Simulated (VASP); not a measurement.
Here is the system:

```
Ni3Si
1.0
    3.53358     0.00000     0.00000
    0.00000     3.53358     0.00000
    0.00000     0.00000     3.53358
Si Ni
1 3
Cartesian
  0.00000   0.00000   0.00000
  0.00000   1.76679   1.76679
  1.76679   0.00000   1.76679
  1.76679   1.76679   0.00000
```

Method: RPBE GGA, VASP's PBE PAW potentials (set 64) (plane waves; VASP). Numerical set-up: 520 eV cut-off, 10×10×10 Γ-centred mesh, tetrahedra with Blöchl corrections, potentials Si Ni.

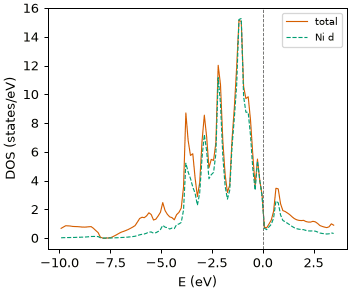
*Total and projected density of states, zero at the Fermi level*

Within 2 eV below the Fermi level the largest weight inside VASP's projection spheres is Ni d.

It has no gap at this level: it comes out as a metal or semimetal.

The compound is Ni3Si in the L1_2 structure. It was relaxed first. The run is not spin-polarised, so no magnetic state was tried.
